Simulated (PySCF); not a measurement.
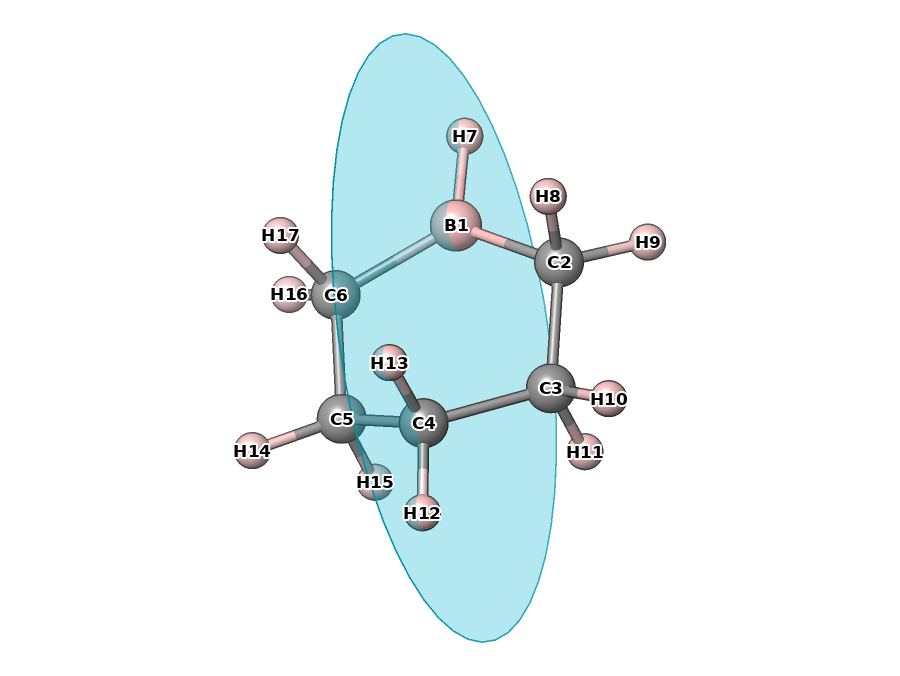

A disc through the centre of mass is drawn in. Atoms fade into the background with distance from the viewer. The geometry was computed by an optimisation with PBE0-D3(BJ)/def2-SVP. No frequency run is at hand to confirm it as a minimum.

Is the plane of the disc a mirror plane of the structure?

Answer. Yes. The reflection leaves B1, C4, H7, H12, H13 in place and moves C2 ↔ C6; C3 ↔ C5; H8 ↔ H17; H9 ↔ H16; H10 ↔ H14; H11 ↔ H15. The point group is Cs.
